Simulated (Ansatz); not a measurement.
## SiC: C → Pb

The parent structure is SiC (space group P6_3mc, No. 186; a = 3.0790 Å, c = 15.1071 Å).

It is then changed as follows: Pb takes the place of C on all its sites, then cell and atoms are relaxed.

Level of theory: PBEsol, PAW, 420 eV (Ansatz, an electronic-structure program; no spin-orbit coupling), earlier PAW set. k-mesh 10×10×2 (Γ-centred); smearing 0.05 eV (Fermi–Dirac).

```csv
quantity,base,changed,shift
volume per atom,10.34 Å³,29.54 Å³,+19.206 Å³
density,3.22 g/cm³,6.61 g/cm³,+3.39 g/cm³
lattice parameter a,5.818 bohr,8.259 bohr,+2.441 bohr
c/a ratio,4.907,4.903,-0.004
space group,P6_3mc (No. 186),P6_3mc (No. 186),–
shortest interatomic distance,3.561 bohr,5.049 bohr,+1.488 bohr
band gap (an upper bound: an edge found on the path is not a true extremum; the base alone),1.92 eV,zero,–
```

Final structure:

```yaml
crystal:
  lattice:
    - [4.37066, 0.00000, 0.00000]
    - [-2.18533, 3.78510, 0.00000]
    - [0.00000, 0.00000, 21.42871]
  atoms:
    - { symbol: Si, position: [0.00000, 0.00000, 0.99975] }
    - { symbol: Si, position: [0.00000, 0.00000, 0.49975] }
    - { symbol: Si, position: [0.33333, 0.66667, 0.16728] }
    - { symbol: Si, position: [0.66667, 0.33333, 0.66728] }
    - { symbol: Si, position: [0.33333, 0.66667, 0.83348] }
    - { symbol: Si, position: [0.66667, 0.33333, 0.33348] }
    - { symbol: Pb, position: [0.00000, 0.00000, 0.12564] }
    - { symbol: Pb, position: [0.00000, 0.00000, 0.62564] }
    - { symbol: Pb, position: [0.33333, 0.66667, 0.29198] }
    - { symbol: Pb, position: [0.66667, 0.33333, 0.79198] }
    - { symbol: Pb, position: [0.33333, 0.66667, 0.95816] }
    - { symbol: Pb, position: [0.66667, 0.33333, 0.45816] }
```

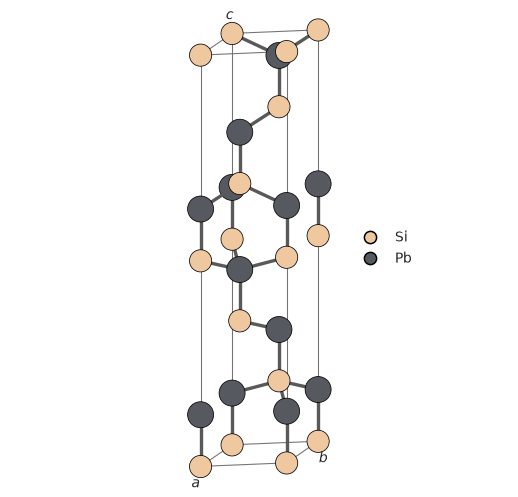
*The relaxed conventional cell after the change*

Spin-orbit coupling, missing from the scalar runs, can matter with Pb. Whether these cells are dynamically stable was not tested. As relaxed here, PbSi is a hypothetical phase, not in the database extracts checked. All final runs are without spin polarisation. The zero or small gap of PbSi can change with the level of theory.
